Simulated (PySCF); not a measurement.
Molecule: SMILES [CH2][SiH](C)O[SiH](C)C, doublet. Atoms near the plane z = 0.0 Å, at the GFN2-xTB optimised geometry (x, y, z in Å): Si5 (-0.3, -0.7, 0.0), C6 (1.6, -0.7, 0.0), C7 (-0.9, 1.1, 0.0), H15 (2.0, -0.2, -0.9), H16 (2.0, -1.7, 0.0), H17 (2.0, -0.2, 0.9), H18 (-2.0, 1.1, 0.1), H19 (-0.7, 1.6, -0.9), H20 (-0.6, 1.7, 0.8).

Calculation: unrestricted B3LYP/def2-SVP run with PySCF. Cells within 0.4 Å of a nucleus heavier than hydrogen are left out (blank, or x). The values are rescaled to run from 0 to 1.

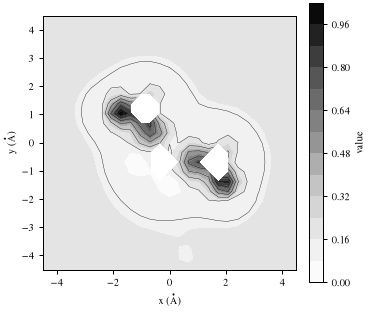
*a field on the plane z = 0.0 Å.*

Question: Which quantity is mapped?
A) Laplacian of the electron density
B) spin density
C) deformation density (molecule minus spherical neutral atoms)
D) an orbital amplitude

Answer: C, deformation density (molecule minus spherical neutral atoms). In full: deformation density (molecule minus spherical neutral atoms) (e/bohr³).
